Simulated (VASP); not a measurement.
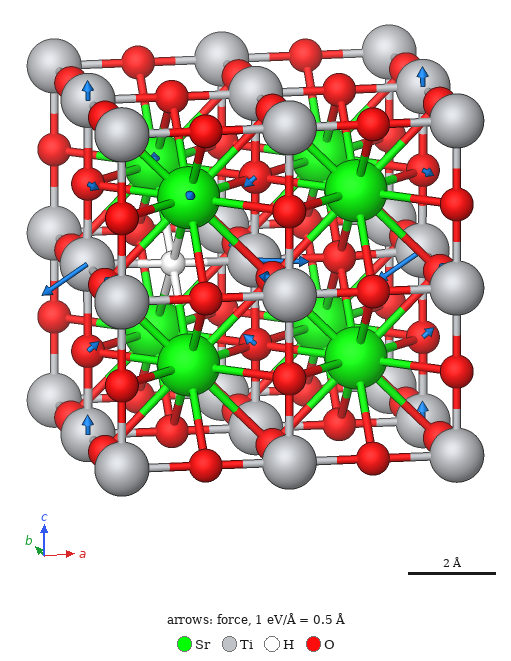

Starting geometry of a defect cell of composition Sr₈Ti₈HO₂₃ with the computed forces as blue arrows. A ball-and-stick model of the cell of the calculation, seen slightly off an axis.

The run lets the atoms move in a fixed cell. The atoms of the start lie slightly off their symmetric places, so part of the fall in energy undoes that.

Theory: Kohn-Sham DFT of a periodic cell, PBE, VASP PAW PBE potentials, recommended (VASP).

The input:
```
ALGO = Normal
AMIX = 0.2
AMIX_MAG = 0.8
BMIX = 1E-4
BMIX_MAG = 1E-4
EDIFF = 1E-6
EDIFFG = -0.025
ENCUT = 450
GGA = PE
IBRION = 2
ICORELEVEL = 1
ISIF = 2
ISMEAR = 0
ISPIN = 2
ISYM = 0
KPAR = 4
LASPH = True
LCHARG = False
LMAXMIX = 4
LORBIT = 11
LREAL = Auto
LWAVE = False
MAGMOM = 0 0 0 0 0 0 0 0 0.333333 0 0 0 0.333333 0 0 0 0.333333 0 0 0 0 0 0 0 0 0 0 0 0 0 0 0 0 0 0 0 0 0 0 0
NCORE = 2
NELM = 150
NSW = 70
PREC = Normal
SIGMA = 0.01
```

Run as
```bash
cat potpaw_PBE.64/Sr_sv/POTCAR potpaw_PBE.64/Ti_sv/POTCAR potpaw_PBE.64/H/POTCAR potpaw_PBE.64/O/POTCAR > POTCAR
mpirun -np 8 vasp_std > vasp.out
```

Is this structure relaxed? If not, where do the atoms go?

Answer. It isn't relaxed: the largest force vector, on a Ti atom, is 2.59 eV/Å. The final displacements follow the starting forces only in part (cosine between the two patterns 0.79). Over 12 geometry steps the energy falls by 0.443 eV per cell of the calculation. Largest force component: 2.5 eV/Å at the start, 0.018 eV/Å at the end. A Ti atom moves most: 0.092 Å along [3 −1 0]. Largest moves by element: Ti 0.092 Å, O 0.067 Å, Sr 0.041 Å, H 0.024 Å. The cell stays as it was. Some distances before and after: H–Ti 1.925 → 2.035 Å, Sr–Ti 3.374 → 3.475 Å, O–Ti 2.047 → 1.955 Å, O–Ti 1.994 → 1.906 Å. Bond angles that change, for instance: O–Ti–O 178.8° → 172.6°, O–Ti–O 88.3° → 93.6°, H–Ti–O 91.7° → 86.4°.

Limits of the set-up: the periodic images lie only 7.9 Å apart, so the values are limited by the cell's size.
